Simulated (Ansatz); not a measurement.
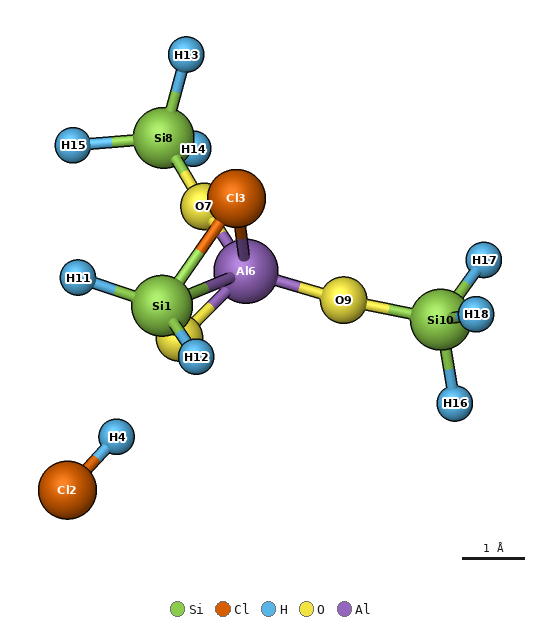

Fig. 1: The structure as given in the input (ball-and-stick view, seen at a tilt; atoms are numbered from 1 in the order of the input). Sticks mark near contacts.

**Single-point calculation, with input and output: AlSi3H9Cl2O3**

System: AlSi3H9Cl2O3.
Method: RKS PBE0-D4/def2-TZVPP (Ansatz 0.2.0).

The geometry is the product side of a reaction. The geometry comes from this level: PBE0-D4/def2-TZVP.

### Input file
```yaml
crystal:
  periodic: [false, false, false]
  atoms:
    - {symbol: Si, position_ang: [1.257261, -1.457655, 1.725798]}
    - {symbol: Cl, position_ang: [-1.444987, -1.769302, 4.019877]}
    - {symbol: Cl, position_ang: [2.305997, -0.844769, -0.032833]}
    - {symbol: H, position_ang: [-1.259672, -1.184566, 2.878859]}
    - {symbol: O, position_ang: [-0.146269, -0.739206, 1.380935]}
    - {symbol: Al, position_ang: [-0.047831, 0.097809, -0.155452]}
    - {symbol: O, position_ang: [0.156461, 1.753612, -0.102215]}
    - {symbol: Si, position_ang: [0.481890, 3.340716, -0.070388]}
    - {symbol: O, position_ang: [-0.737461, -0.661702, -1.472304]}
    - {symbol: Si, position_ang: [-1.265088, -1.386133, -2.822398]}
    - {symbol: H, position_ang: [1.996166, -0.892121, 2.868758]}
    - {symbol: H, position_ang: [1.238406, -2.931239, 1.706381]}
    - {symbol: H, position_ang: [1.742299, 3.619414, -0.810092]}
    - {symbol: H, position_ang: [-0.625481, 4.104616, -0.703059]}
    - {symbol: H, position_ang: [0.642408, 3.804105, 1.334051]}
    - {symbol: H, position_ang: [-2.667927, -1.842848, -2.639120]}
    - {symbol: H, position_ang: [-1.212423, -0.444643, -3.972516]}
    - {symbol: H, position_ang: [-0.413547, -2.565989, -3.134282]}
basis:
  gaussian: {orbitals: def2-TZVPP}
hamiltonian: {xc: pbe0, dispersion: d4}
output: {orbitals: {seedname: orbitals}}
```

Machine: 4 CPU threads, shared host.

Command:
```bash
ansatz run in.yaml --threads 4 --pin off --events-out ev --progress --plain --max-ram 66560MiB --backend cuda --devices 0, --max-vram 37GiB
```

### Output
```
Functional definition: PBE0
  name "PBE0"
  cite "Adamo & Barone, J. Chem. Phys. 110, 6158 (1999) doi:10.1063/1.478522"
  cite "Perdew, Burke & Ernzerhof, Phys. Rev. Lett. 77, 3865 (1996) doi:10.1103/PhysRevLett.77.3865"
  parent pbe
  parameter a = 0.25
  parameter kappa = 0.804
  parameter beta = 0.06672455060314922
  exchange = (1 - a)*pbe_x(kappa = kappa, mu = beta*pi^2/3) + a*exact_x
  correlation = pbe_c(beta = beta)
2807 factors; their error is unknown
mean field evaluation 1: about -61534.3923 eV, gradient 9.7e1 eV
mean field evaluation 2: about -61497.2936 eV, gradient 1.7e2 eV
mean field evaluation 4: about -61549.0382 eV, gradient 6.5e0 eV
mean field evaluation 8: about -61549.1152 eV, gradient 1.2e-1 eV
mean field evaluation 16: about -61549.2524 eV, gradient 2.1e-4 eV
mean field -61549.25242126 eV, -2261.8933068995 hartree, gradient 2.4e-5 eV, S^2 0.000000; 0 other end points of the search recorded, 0 dependent functions left out
reference -61549.25247553 eV, -2261.8933088941 hartree; 61, 61 occupied and 410, 410 virtual orbitals, 2807 factors
Total energy: -61549.75226996 eV, -2261.9116760006 hartree
```

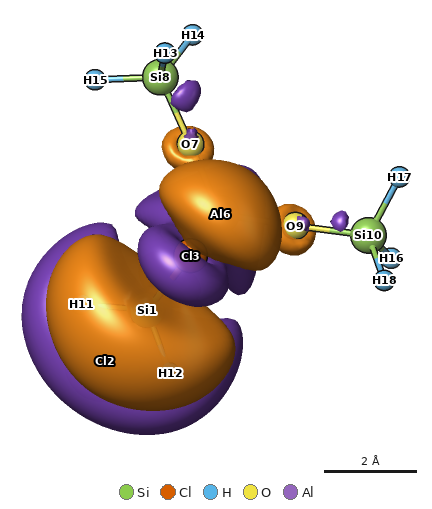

Fig. 2: The LUMO at ±0.04 Å⁻³ᐟ² (orange and purple are the two phases), seen face on. It lies mainly on Si1 (50 %) and Cl3 (15 %). Its energy is −0.70 eV.

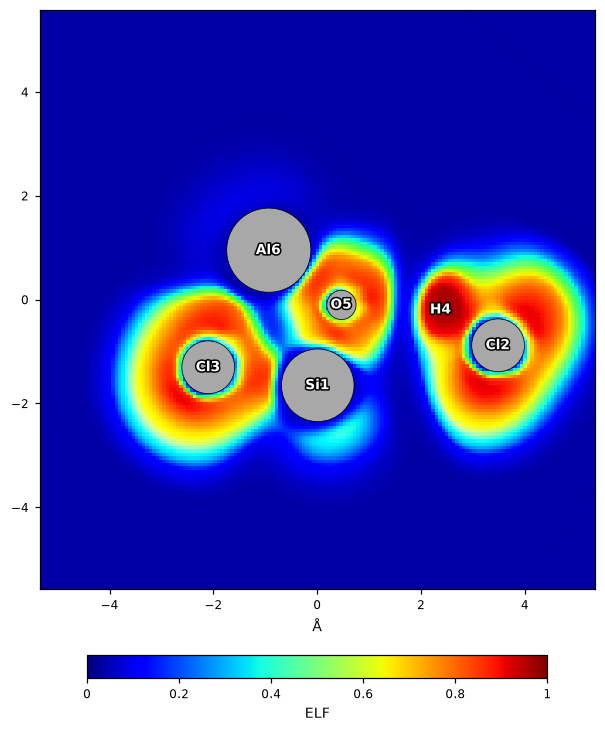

Fig. 3: Electron localisation function on the plane of atoms Cl3, Al6 and O5. Grey discs, where drawn, cover atomic cores. Atoms in the plane: Si, Cl, H, O and Al. Si–O (1.61 Å): the ELF peaks at about 0.85 between the atoms (a polar covalent bond). Al–Cl (2.54 Å): the ELF peaks at about 0.85 in the valence shell of Cl, 0.8 Å from its nucleus, and is about 0.70 at the midpoint (ionic bonding with no shared pair). Al–Si (2.77 Å): the ELF peaks at about 0.55 in the valence shell of Si, 1.1 Å from its nucleus, and is about 0.50 at the midpoint.

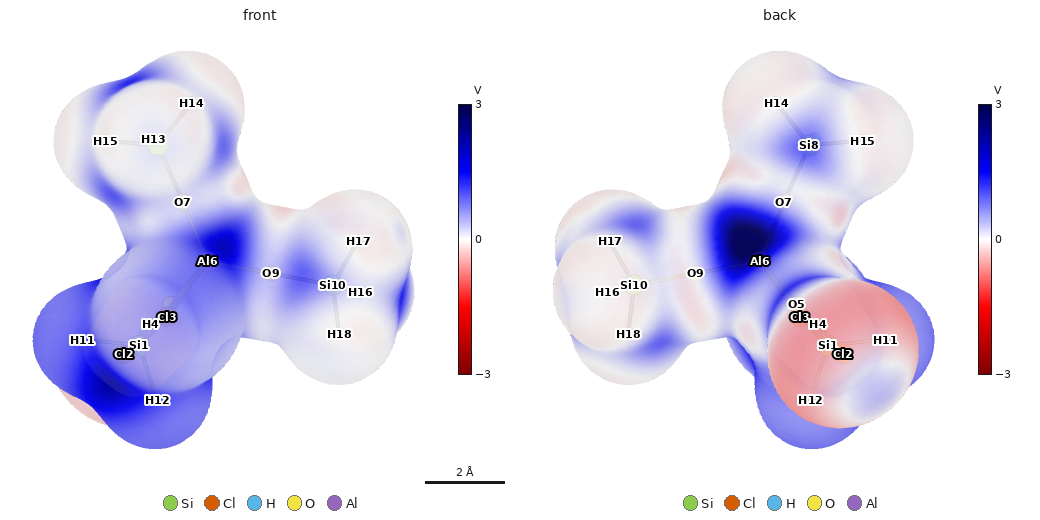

Fig. 4: The electrostatic potential painted on the density surface at 0.002 e/bohr³, seen at a tilt and from behind; red is negative and blue positive.

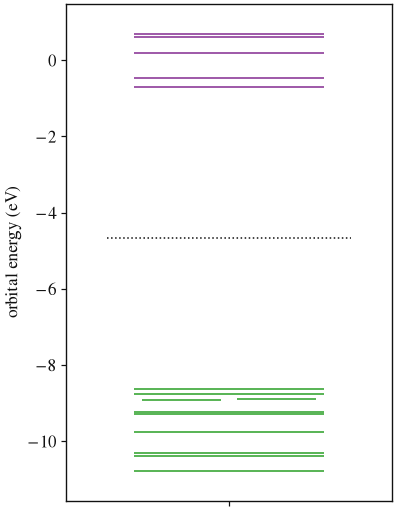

Fig. 5: Orbital energies near the frontier; the dotted line parts filled from empty levels, and levels within 0.02 eV of each other stand side by side. Highest filled −8.62 eV, lowest empty −0.70 eV, 7.92 eV apart.

### Key numbers

- outcome: converged
- total energy: −61549.7523 eV
- mean-field energy: −61549.2525 eV
- dispersion energy: −0.4998 eV
- SCF solution under orbital rotations: stable
- HOMO: −8.62 eV
- LUMO: −0.70 eV
- wall time: 12 s (CPU time 5.3 s; the host was busy)
- peak memory: 1.2 GiB
